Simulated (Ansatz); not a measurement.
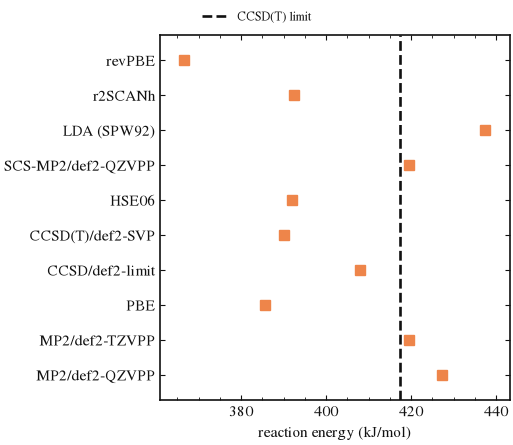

Electronic reaction energy of AlSiH₄SF ([F][AlH][S][SiH3]) → AlHF ([F][AlH]) [doublet] + SiH₃S ([SiH3][S]) [doublet] (SMILES in brackets) at several levels (functionals in def2-TZVPP unless a basis is named), isolated molecules at PBE0-D4 triple-zeta geometries, minima by their frequencies, no zero-point or thermal terms, the Ansatz code. The line is frozen-core CCSD(T) at the basis limit (MP2 extrapolated from triple and quadruple zeta, plus CCSD(T) less MP2 in a smaller set). The distance of SCS-MP2/def2-QZVPP, CCSD(T)/def2-SVP, MP2/def2-TZVPP and MP2/def2-QZVPP to the limit includes basis error. The limit lies 14.3 kJ/mol from CCSD(T)/def2-TZVPP, so the line itself is uncertain by a part of that.

> What do zero-point energy and temperature add?

Zero-point change −12.7 kJ/mol; at 298.15 K and 1 bar the CCSD(T) limit plus thermal terms gives an enthalpy of reaction of 406.4 and a free energy of 362.2 kJ/mol (harmonic PBE0-D4 modes, ideal gas).

> Which level comes closest to the line (CCSD(T) limit), and which misses most?

Closest SCS-MP2/def2-QZVPP (419.4 kJ/mol), against 417.4 kJ/mol; farthest revPBE (366.6 kJ/mol).

Caveats: one conformer of each flexible molecule.
